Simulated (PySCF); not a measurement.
**[Y(SH)2]+: structure and properties**

What shape and bonds does [Y(SH)2]+ have? It is relaxed from a template within its point group. It is a constructed species; whether it can be made isn't addressed.

Program: PySCF 2.14.0. Level of theory: PBE0, Y def2-SVP with ECP28, S def2-SVP, H def2-SVP; scalar-relativistic core potentials, no spin–orbit coupling. These are calculated values, not measurements.

1 further run of the same task is left out (for a known fault of the program).

## Step 1: The system as given

5 atoms, charge 1, spin multiplicity 1.

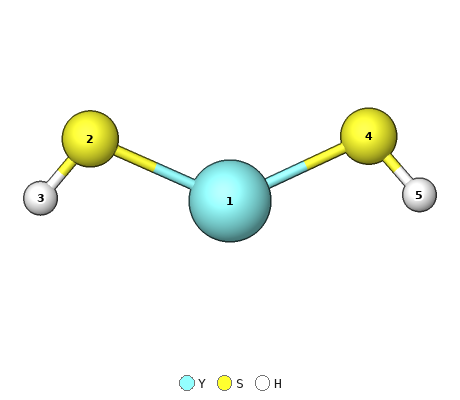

As it starts; yttrium teal, sulfur yellow, hydrogen white; atoms are numbered from 1 in the order of the file.

As a file:

```
Y     0.0000    0.0000    0.0000
S     2.4280    0.0000    1.0866
H     3.2421   -0.3365    0.0752
S    -2.4280    0.0000    1.0866
H    -3.2421    0.3365    0.0752
```

Formal oxidation states: Y +3.

## Step 2: SCF at the start, singlet

run.py (the lines that set the calculation)

```python
mol = gto.M(atom='''
Y      0.00000     0.00000     0.00000
S      2.42800     0.00000     1.08660
H      3.24210    -0.33650     0.07520
S     -2.42800     0.00000     1.08660
H     -3.24210     0.33650     0.07520''',
    basis={'Y': 'def2-SVP', 'S': 'def2-SVP', 'H': 'def2-SVP'},
    ecp={'Y': 'def2-SVP'},
    charge=1, spin=0)
mf = dft.RKS(mol, xc='PBE0')
mf.grids.atom_grid = (50, 194)
mf = mf.density_fit()  # fitting sets: Y def2-universal-JKFIT, S def2-universal-JKFIT, H def2-universal-JKFIT
mf.conv_tol = 1e-08; mf.max_cycle = 55
mf.kernel(dm0)  # dm0: free metal ions and neutral atoms
```

Run with:

```sh
$ OMP_NUM_THREADS=2 python run.py
```

Log:

```text
init E= -835.359573197143
  HOMO = -0.482209124872548  LUMO = -0.311662744267821  gap/eV = 4.64080
cycle= 1 E= -835.073437511469  delta_E= 0.286  |g|= 0.492  |ddm|= 2.23
  HOMO = -0.380659850660471  LUMO = -0.367016509608991  gap/eV = 0.37125
cycle= 2 E= -833.825851122242  delta_E= 1.25  |g|= 1.94  |ddm|= 2.82
  HOMO = -0.399038820970406  LUMO = -0.279528099869973  gap/eV = 3.25205
cycle= 3 E= -835.163504602611  delta_E= -1.34  |g|= 0.184  |ddm|= 2.26
  HOMO = -0.426551574267553  LUMO = -0.306091144423495  gap/eV = 3.27790
cycle= 4 E= -835.173104201473  delta_E= -0.0096  |g|= 0.0697  |ddm|= 0.334
  HOMO = -0.428757643419702  LUMO = -0.299938306255739  gap/eV = 3.50535
cycle= 5 E= -835.175032662576  delta_E= -0.00193  |g|= 0.00961  |ddm|= 0.0901
  HOMO = -0.428194487313876  LUMO = -0.298019363047049  gap/eV = 3.54225
cycle= 6 E= -835.175067902811  delta_E= -3.52e-05  |g|= 0.00213  |ddm|= 0.0152
  HOMO = -0.428366916420785  LUMO = -0.297971525760466  gap/eV = 3.54824
cycle= 7 E= -835.17506987409  delta_E= -1.97e-06  |g|= 0.000366  |ddm|= 0.00346
  HOMO = -0.428379847068301  LUMO = -0.297955523667025  gap/eV = 3.54903
cycle= 8 E= -835.175069970588  delta_E= -9.65e-08  |g|= 9.64e-05  |ddm|= 0.000942
  HOMO = -0.428380382922493  LUMO = -0.297966930697857  gap/eV = 3.54873
cycle= 9 E= -835.175069982956  delta_E= -1.24e-08  |g|= 1.46e-05  |ddm|= 0.000445
  HOMO = -0.428379207699241  LUMO = -0.297966675026  gap/eV = 3.54871
cycle= 10 E= -835.17506998335  delta_E= -3.94e-10  |g|= 5.29e-06  |ddm|= 8.44e-05
  HOMO = -0.428379159710401  LUMO = -0.297966646732232  gap/eV = 3.54871
Extra cycle  E= -835.17506998337  delta_E= -1.93e-11  |g|= 3.08e-06  |ddm|= 1.44e-05
converged SCF energy = -835.17506998337
```

It took 1.4 s on 2 threads of Arm Neoverse V2, shared host; peak memory 0.34 GiB.

Read off: E = -835.175070 Eh, HOMO -11.66 eV, LUMO -8.11 eV, Mulliken charge on Y1 +1.21 e. 

## Step 3: Relaxation, singlet

Steps are kept in the start's point group, C2.

run.py (the lines that set the calculation)

```python
mol = gto.M(atom='''
Y      0.00000     0.00000    -0.44964
S      2.42800     0.00000     0.63696
H      3.24210    -0.33650    -0.37444
S     -2.42800     0.00000     0.63696
H     -3.24210     0.33650    -0.37444''',
    basis={'Y': 'def2-SVP', 'S': 'def2-SVP', 'H': 'def2-SVP'},
    ecp={'Y': 'def2-SVP'},
    charge=1, spin=0)
mf = dft.RKS(mol, xc='PBE0')
mf.grids.atom_grid = (50, 194)
mf = mf.density_fit()  # fitting sets: Y def2-universal-JKFIT, S def2-universal-JKFIT, H def2-universal-JKFIT
mf.conv_tol = 1e-08; mf.max_cycle = 55
mf.kernel(dm0)  # dm0: an SCF of this state at this start
# quasi-Newton relaxation in Cartesian coordinates to a largest gradient under 0.00045 Eh/bohr, steps kept in the point group
```

Run with:

```sh
$ OMP_NUM_THREADS=2 python run.py
```

The driver keeps no SCF log for this step, only its results.

Wall time 14 s (2 threads of Arm Neoverse V2, shared host).

The steps of the relaxation:

```csv
step,energy from step 1 (eV),largest force component (eV/Å)
1,0.0000,1.8718
2,-0.2887,0.9755
3,-0.4866,0.7149
4,-0.5649,0.5237
5,-0.6437,0.3693
6,-0.6594,0.1895
7,-0.6632,0.1824
8,-0.6648,0.0422
9,-0.6649,0.0100
10,-0.6650,0.0043
```

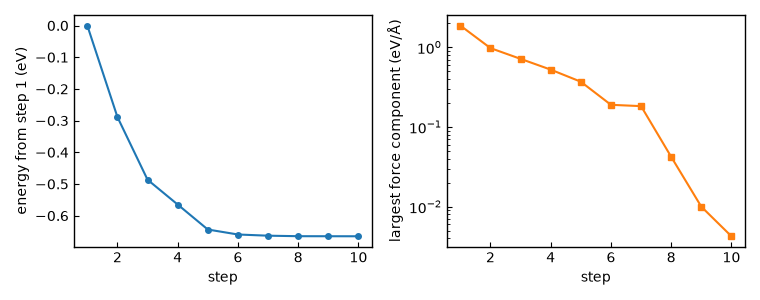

Energy and largest force along the relaxation.

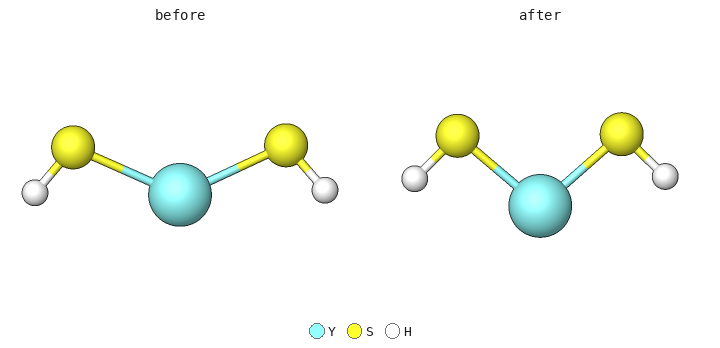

The geometry before (left) and after (right).

Distances of close pairs at the start and the end, largest changes first:

```csv
bond,before (Å),after (Å),change (Å)
Y1–S2,2.660,2.446,-0.214
Y1–S4,2.660,2.446,-0.214
S2–H3,1.341,1.359,+0.018
S4–H5,1.341,1.359,+0.018
```

It ends in C2 at E = -835.199508 Eh.

```
Y     0.0000    0.0000   -0.8742
S     1.8576   -0.0744    0.7150
H     2.8111   -0.2347   -0.2402
S    -1.8576    0.0744    0.7150
H    -2.8111    0.2347   -0.2402
```

## Step 4: The relaxed geometry turned into its symmetry frame

run.py (the lines that set the calculation)

```python
mol = gto.M(atom='''
Y      0.00000     0.00000    -0.66443
S      1.85756    -0.07439     0.92476
H      2.81110    -0.23473    -0.03045
S     -1.85756     0.07439     0.92476
H     -2.81110     0.23473    -0.03045''',
    basis={'Y': 'def2-SVP', 'S': 'def2-SVP', 'H': 'def2-SVP'},
    ecp={'Y': 'def2-SVP'},
    charge=1, spin=0)
mf = dft.RKS(mol, xc='PBE0')
mf.grids.atom_grid = (50, 194)
mf = mf.density_fit()  # fitting sets: Y def2-universal-JKFIT, S def2-universal-JKFIT, H def2-universal-JKFIT
mf.conv_tol = 1e-08; mf.max_cycle = 55
mf.kernel(dm0)  # dm0: free metal ions and neutral atoms
```

Run with:

```sh
$ OMP_NUM_THREADS=2 python run.py
```

Log:

```text
init E= -835.459585973799
  HOMO = -0.508425501433467  LUMO = -0.307659359140511  gap/eV = 5.46312
cycle= 1 E= -835.108205782857  delta_E= 0.351  |g|= 0.501  |ddm|= 2.34
  HOMO = -0.385505856601119  LUMO = -0.313709847661878  gap/eV = 1.95367
cycle= 2 E= -834.781024869386  delta_E= 0.327  |g|= 1.12  |ddm|= 2.02
  HOMO = -0.431923471134742  LUMO = -0.253931730007318  gap/eV = 4.84340
cycle= 3 E= -835.187734319315  delta_E= -0.407  |g|= 0.176  |ddm|= 1.52
  HOMO = -0.446819240388496  LUMO = -0.278856967009104  gap/eV = 4.57049
cycle= 4 E= -835.198534724311  delta_E= -0.0108  |g|= 0.0516  |ddm|= 0.322
  HOMO = -0.448368299537593  LUMO = -0.275599376887039  gap/eV = 4.70128
cycle= 5 E= -835.19948902756  delta_E= -0.000954  |g|= 0.00719  |ddm|= 0.065
  HOMO = -0.447953073817089  LUMO = -0.274411171558947  gap/eV = 4.72232
cycle= 6 E= -835.199507925992  delta_E= -1.89e-05  |g|= 0.000724  |ddm|= 0.0106
  HOMO = -0.448028454366098  LUMO = -0.274353356715109  gap/eV = 4.72594
cycle= 7 E= -835.199508138961  delta_E= -2.13e-07  |g|= 0.000251  |ddm|= 0.0013
  HOMO = -0.44803308904821  LUMO = -0.274367467904802  gap/eV = 4.72568
cycle= 8 E= -835.199508164511  delta_E= -2.55e-08  |g|= 6.68e-05  |ddm|= 0.000405
  HOMO = -0.448034068280643  LUMO = -0.274375566627974  gap/eV = 4.72549
cycle= 9 E= -835.199508166741  delta_E= -2.23e-09  |g|= 5.82e-06  |ddm|= 0.000131
  HOMO = -0.448033718824979  LUMO = -0.27437548549525  gap/eV = 4.72548
Extra cycle  E= -835.199508166776  delta_E= -3.47e-11  |g|= 2.97e-06  |ddm|= 1.94e-05
converged SCF energy = -835.199508166776
```

Run time: 0.7 s. Hardware: 2 threads of Arm Neoverse V2, shared host.

Result: E = -835.199508 Eh, HOMO -12.19 eV, LUMO -7.47 eV, Mulliken charge on Y1 +1.01 e. 

## Step 5: Harmonic vibrations

Edit run.py (the lines that set the calculation) of step 4 so:

```diff
@@ -12,3 +12,4 @@
 mf = mf.density_fit()  # fitting sets: Y def2-universal-JKFIT, S def2-universal-JKFIT, H def2-universal-JKFIT
-mf.conv_tol = 1e-08; mf.max_cycle = 55
-mf.kernel(dm0)  # dm0: free metal ions and neutral atoms
+mf.conv_tol = 1e-10; mf.max_cycle = 55
+mf.kernel(dm0)  # dm0: the density of the relaxed state
+# Hessian and dipole derivatives by central differences of gradients, 0.02 bohr
```

Run with:

```sh
$ OMP_NUM_THREADS=2 python run.py
```

The driver keeps no SCF log for this step, only its results.

Wall time 19 s (2 threads of Arm Neoverse V2, shared host).

Point group C2; negative numbers are unstable modes, and those under 60 cm⁻¹ are near the numerical noise:

```csv
cm⁻¹,km/mol,symmetry
79,1.3,a
107,0.8,a
205,58.5,b
332,8.5,a
363,0.5,b
408,121.8,b
428,9.8,a
2662,0.1,a
2662,27.4,b
```

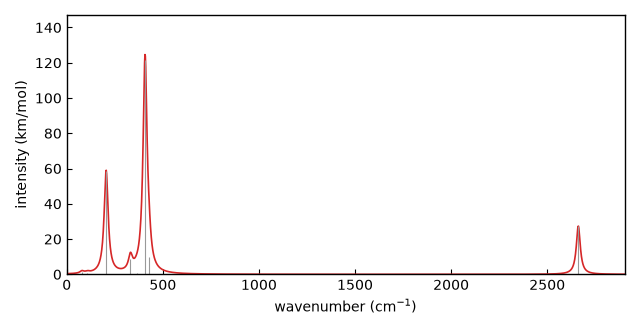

The infrared spectrum from the harmonic lines. Lines are broadened to a width of 25 cm⁻¹ (Lorentzian).

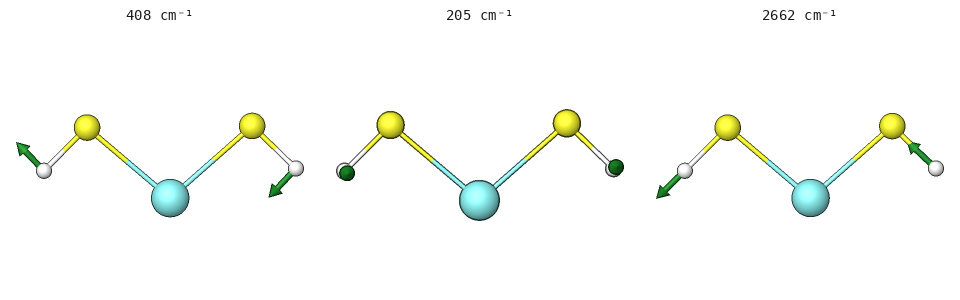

How the atoms move in 3 of the modes.

## Step 6: Properties on a finer grid

run.py (the lines that set the calculation)

```python
mol = gto.M(atom='''
Y      0.00000     0.00000    -0.87418
S      1.85756    -0.07439     0.71500
H      2.81110    -0.23473    -0.24020
S     -1.85756     0.07439     0.71500
H     -2.81110     0.23473    -0.24020''',
    basis={'Y': 'def2-SVP', 'S': 'def2-SVP', 'H': 'def2-SVP'},
    ecp={'Y': 'def2-SVP'},
    charge=1, spin=0)
mf = dft.RKS(mol, xc='PBE0')
mf.grids.atom_grid = (75, 302)
mf = mf.density_fit()  # fitting sets: Y def2-universal-JKFIT, S def2-universal-JKFIT, H def2-universal-JKFIT
mf.conv_tol = 1e-09; mf.max_cycle = 55
mf.kernel(dm0)  # dm0: the density of the relaxed state
```

Run with:

```sh
$ OMP_NUM_THREADS=2 python run.py
```

Log:

```text
init E= -835.199348488616
  HOMO = -0.448032338514738  LUMO = -0.274375946057406  gap/eV = 4.72543
cycle= 1 E= -835.199348511627  delta_E= -2.3e-08  |g|= 0.000103  |ddm|= 0.000594
  HOMO = -0.448050486609148  LUMO = -0.274376998920475  gap/eV = 4.72590
cycle= 2 E= -835.199348510114  delta_E= 1.51e-09  |g|= 0.00012  |ddm|= 0.000267
  HOMO = -0.448039630883953  LUMO = -0.274381939694046  gap/eV = 4.72547
cycle= 3 E= -835.199348514569  delta_E= -4.45e-09  |g|= 3.05e-05  |ddm|= 0.000181
  HOMO = -0.448039906346769  LUMO = -0.274378528761198  gap/eV = 4.72557
cycle= 4 E= -835.199348514931  delta_E= -3.62e-10  |g|= 5.03e-06  |ddm|= 5.1e-05
  HOMO = -0.448040079868548  LUMO = -0.274379545241265  gap/eV = 4.72554
Extra cycle  E= -835.199348514916  delta_E= 1.49e-11  |g|= 7.39e-06  |ddm|= 1.69e-05
converged SCF energy = -835.199348514916
```

It took 5.6 s on 2 threads of Arm Neoverse V2, shared host.

Read off: E = -835.199349 Eh, HOMO -12.19 eV, LUMO -7.47 eV, Mulliken charge on Y1 +1.01 e, largest force component 0.043 eV/Å. 

Löwdin charges:

```csv
atom,value (e)
Y1,0.39
S2,0.25
H3,0.05
S4,0.25
H5,0.05
```

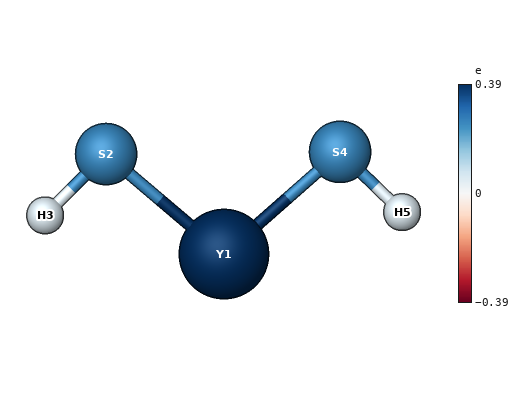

Löwdin charges, as colours on the atoms.

Mulliken charges: Y1 +1.01, S2 -0.15, H3 +0.14, S4 -0.15, H5 +0.14 e.

Contacts (the nearest donor of each ligand) and Mayer bond orders:

```csv
contact,distance (Å),bond order
Y1–S2 (SH),2.446,1.50
Y1–S4 (SH),2.446,1.50
```

Mulliken populations of Y1 outside the core potential: s 2.34, p 6.21, d 1.37, f 0.07.

The fields below are evaluated on a grid from the run's orbitals.

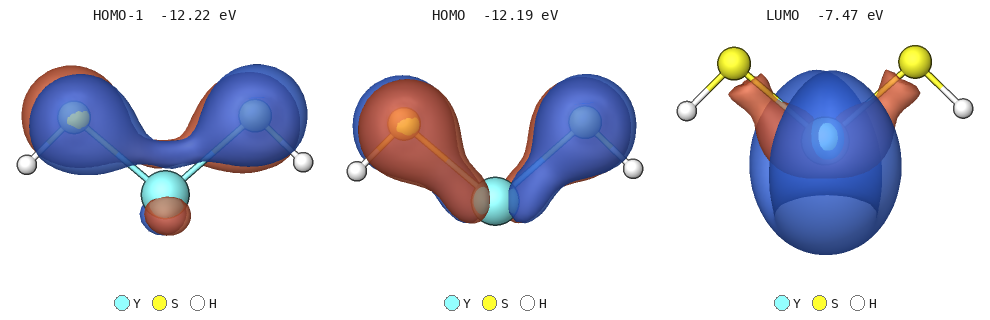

PBE0 orbitals near the gap, drawn at the value that encloses 70 % of each; the two colours are the two signs.

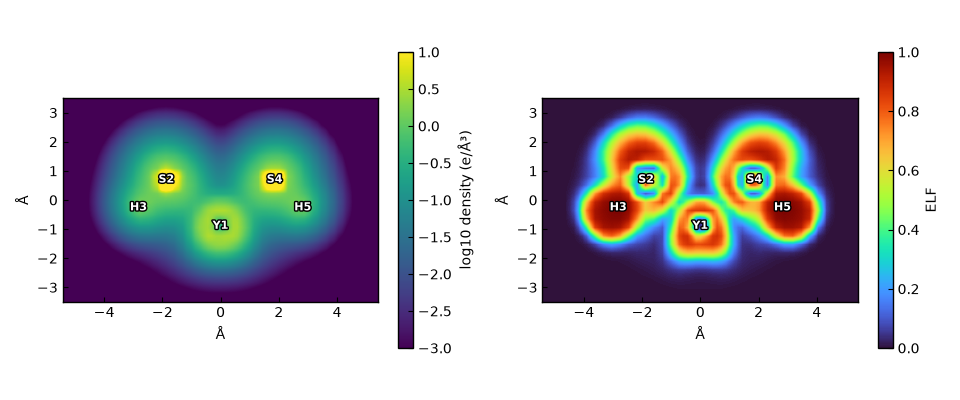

Density (left) and ELF (right) in a plane through or near 5 of the atoms.

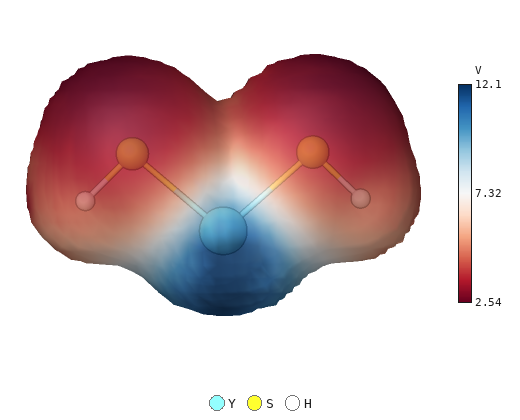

Electrostatic potential on the surface of density 0.002 e/bohr³; red is low, blue high. It runs from 2.54 V near S2 to 12.11 V near Y1.

## Step 7: What came out

```
                                              quantity                           value
                                 state and point group                     singlet, C2
                                                 modes  79 to 2662 cm⁻¹, none unstable
strongest infrared band (modes within 1.5 cm⁻¹ summed)           408 cm⁻¹ (122 km/mol)
                                     zero-point energy                        0.449 eV
                               ideal gas, 298 K, 1 bar  S = 336.6, Cp = 82.5 J/(mol K)
                                 metal–ligand contacts                          2.45 Å
                                       frontier levels   HOMO -12.19 eV, LUMO -7.47 eV
                       dipole about the centre of mass                          8.37 D
                                   mean polarisability                          9.6 Å³
```

In words: All modes are real, so the structure is a minimum. The metal carries +0.39 e by Löwdin's partition against a formal +3, and bond orders to the nearest donors reach 1.50. Both measures hang on the basis. One start shape was tried, so another isomer may lie lower. These are double-zeta-type bases without diffuse functions. Spin–orbit coupling is left out.
